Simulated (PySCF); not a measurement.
**C5H8O2, SMILES `CC(=O)CC(C)=O`: what the electrons do**

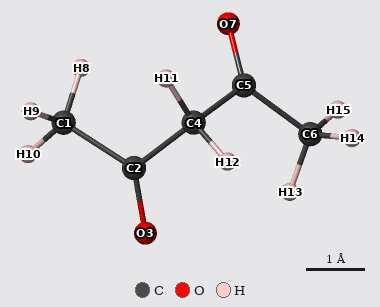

The molecule, with its atoms numbered as below. No frequency check shows the geometry to be a minimum.

Cartesian coordinates (Å):

```
C1      -1.9659    0.8905   -0.2918
C2      -1.1645   -0.3131    0.1007
O3      -1.3621   -1.4276   -0.3076
C4      -0.0002    0.0003    1.0320
C5       1.1645    0.3130    0.1007
C6       1.9660   -0.8906   -0.2916
O7       1.3621    1.4275   -0.3077
H8      -1.2880    1.6793   -0.6146
H9      -2.5209    1.2559    0.5706
H10     -2.6627    0.6430   -1.0881
H11     -0.2253    0.8714    1.6435
H12      0.2253   -0.8713    1.6436
H13      1.2881   -1.6795   -0.6144
H14      2.5209   -1.2559    0.5707
H15      2.6627   -0.6431   -1.0880
```

Part 1: Bonding charge

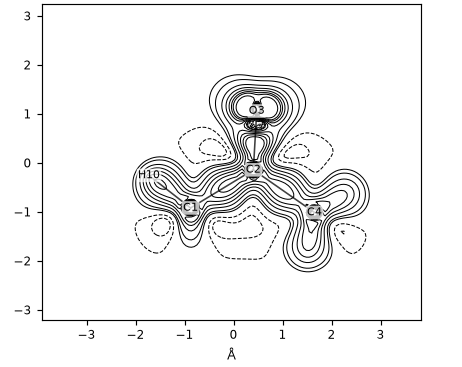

Deformation density (molecule less spherical, spin-averaged free atoms) in the plane of C1, C2, O3, C4 and H10; contours at ±0.05 to ±0.8 e/Å³; solid lines: gain, dashed lines: loss.

PySCF calculation, HF/6-31G*, gas phase; geometry: GFN2-xTB.

Question: How much density has each bond in this plane gained at its critical point, relative to the free atoms?

Answer: C2–O3: +0.72 e/Å³ at the bond critical point (bond length 1.20 Å, Mayer order 1.9). C1–H10: +0.65 e/Å³ at the bond critical point (bond length 1.09 Å, Mayer order 0.9). C1–C2: +0.62 e/Å³ at the bond critical point (bond length 1.50 Å, Mayer order 1.0). C2–C4: +0.58 e/Å³ at the bond critical point (bond length 1.52 Å, Mayer order 0.9). In all, 3.4 electrons gather in the regions of gain relative to the promolecule.

Question: Where do the Hirshfeld charges lie?

Answer: The highest Hirshfeld charge is on C2 and C5 (+0.20 e), the lowest on O3 and O7 (−0.30 e).

```csv
atom,charge (e)
C1,−0.09
C2,+0.20
O3,−0.30
C4,−0.06
C5,+0.20
C6,−0.09
O7,−0.30
H8,+0.06
H9,+0.06
H10,+0.06
H11,+0.06
H12,+0.06
H13,+0.06
H14,+0.06
H15,+0.06
```

Part 2: Local ionisation energy

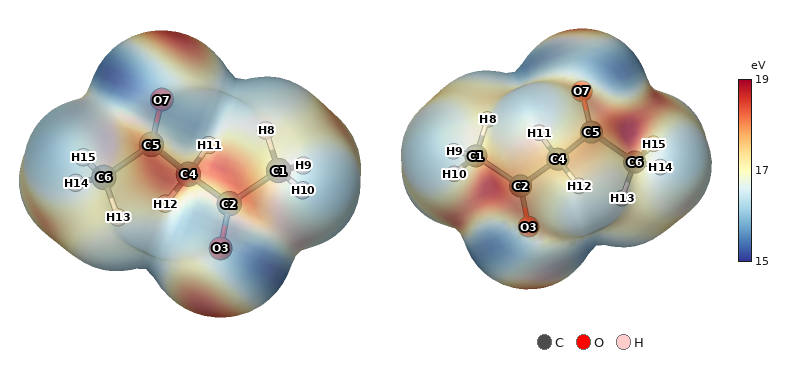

Average local ionisation energy on the surface of electron density 0.001 a.u. (back view left, front view right).

Question: Locate the minima of the map.

Answer: The lowest value is 15.2 eV, 1.8 Å from O7. Further minima include 15.5 eV, 1.8 Å from O7, and at like points elsewhere; 15.5 eV, 1.8 Å from O7; 15.9 eV, 1.3 Å from H15. For comparison, the highest occupied orbital lies at −11.1 eV.

Question: What volume does the surface enclose, and what is the dipole moment?

Answer: About 136 Å³; the dipole moment is 1.9 D.

Part 3: Excited states

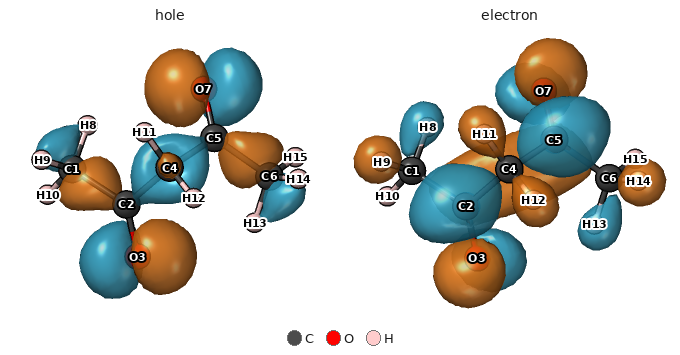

Leading natural transition orbital pair of S₂ (full linear response singlet states); the surfaces enclose about 85 % of each orbital's density.

Computed with PySCF, PBE/def2-SVP, geometry: GFN2-xTB. Without diffuse functions Rydberg states are missing, so the states' numbers hold for this basis only.

Question: Where does the state lie, and where do hole and electron sit?

Answer: 3.90 eV (318 nm), f = 0.000 (very weak); the leading pair carries 99 %; hole on O3 and O7 (33 % each), C4 (7 %) and C1, C2, C5 and C6 (5 % each), electron on C2 and C5 (20 % each), O3 and O7 (18 % each) and C4 (6 %); their centroids lie 0.2 Å apart; S₁ lies within 0.1 eV of it. In canonical orbitals it is mainly HOMO−1 → LUMO (99 %). The HOMO–LUMO gap is 3.45 eV.

Part 4: In an electric field

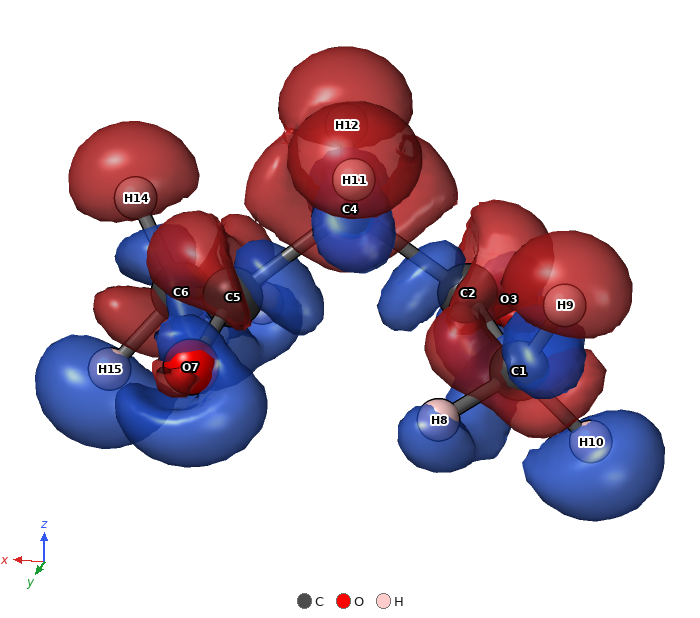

Change of the electron density in a uniform field of 0.51 V/Å, surfaces at ±0.004 e/Å³ (blue: gain, red: loss).

PySCF calculation, r2SCAN/6-31G*, gas phase; geometry: GFN2-xTB. A basis without diffuse functions makes polarisabilities too small.

The field was applied in both directions; the picture shows the one opposite to the script's first.

Question: Along which Cartesian direction does the field point?

Answer: Along +z: electrons gather on the −z side, against the field.

Question: What dipole is induced, and what polarisability does it imply?

Answer: The induced dipole is 1.17 D (along the field); α along this axis, from the fields in both directions, is 46 bohr³ (6.8 Å³).

Part 5: Removing or adding an electron

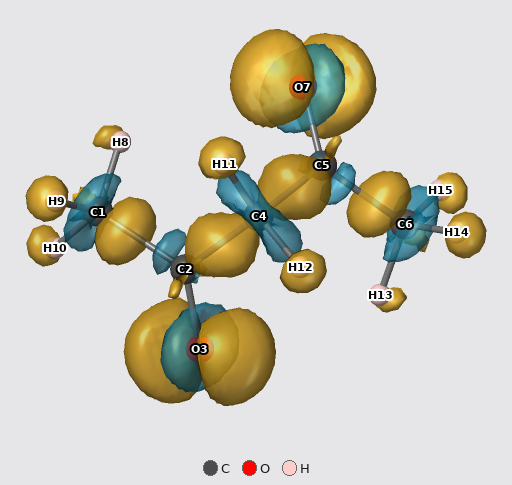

Fukui function f⁻ = ρ(N) − ρ(N−1) at fixed geometry, surfaces at ±0.03 e/Å³ (yellow positive, teal negative).

PySCF calculation, B3LYP/6-311G**, gas phase; geometry: GFN2-xTB.

Question: On which atoms does the density change most on removal of an electron?

Answer: f⁻ (Hirshfeld-condensed) is largest on O3 and O7 (0.20 each); the vertical ionisation energy is 9.28 eV (the stability of the cation's solution wasn't checked). Condensed values hint at sites of electrophilic attack but needn't mark the atom that reacts. Orbital relaxation makes it negative in places (0.26 e in all).

Part 6: Localised orbitals

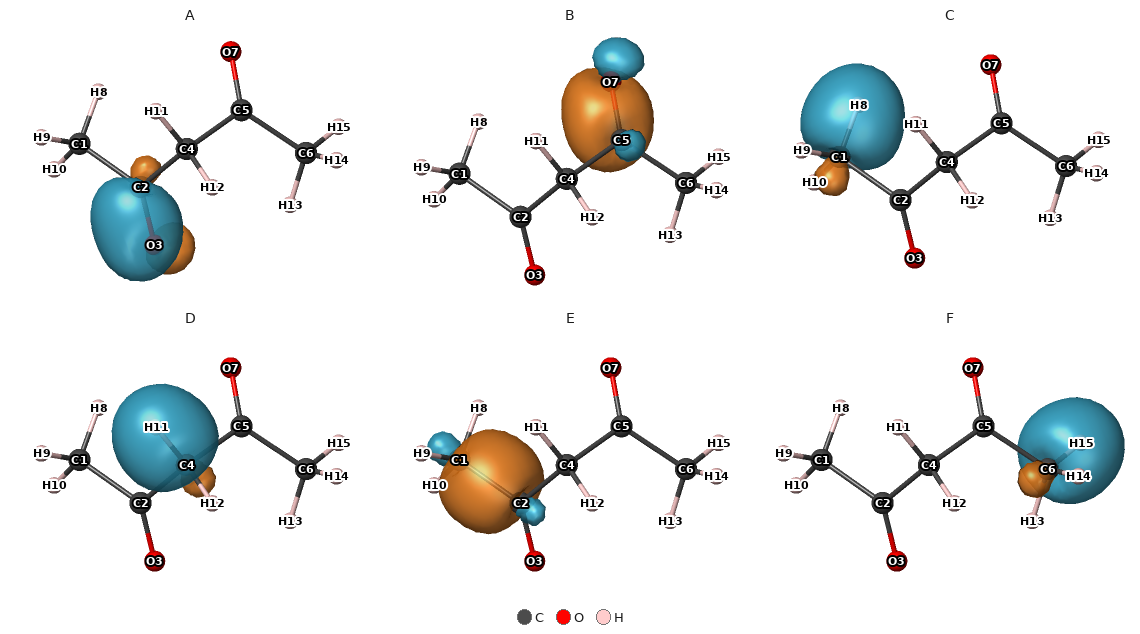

Localised orbitals, occupied; each surface holds about 85 % of the orbital's density. Energies are diagonal elements of the Fock matrix.

Computed with PySCF, B3LYP/cc-pVDZ, geometry: GFN2-xTB.

Question: Identify each orbital.

Answer: By panel:
- A: bent (banana) bond O3–C2 (O3 63 %, C2 36 %; −17.5 eV)
- B: bent (banana) bond O7–C5 (O7 63 %, C5 36 %; −17.5 eV)
- C: σ bond C1–H8 (C1 55 %, H8 43 %; −13.5 eV)
- D: σ bond C4–H11 (C4 55 %, H11 44 %; −13.8 eV)
- E: σ bond C1–C2 (C1 50 %, C2 49 %; −15.2 eV)
- F: σ bond C6–H15 (C6 56 %, H15 44 %; −13.4 eV)

Question: Which localisation scheme gives orbitals like these: Pipek–Mezey, IBO or Foster–Boys?

Answer: Foster–Boys: it mixes σ and π into equivalent bent bonds, while the other two keep them apart.

Question: How do all the valence pairs divide up?

Answer: 20 pairs: 12 σ bonds, 4 bent bonds and 4 lone pairs.

The PySCF runs shown took 1.2 s, 110 s, 40 s, 58 s and 10 s on 1 thread of AMD EPYC 9R45 96-Core Processor (Zen 5) (shared host).
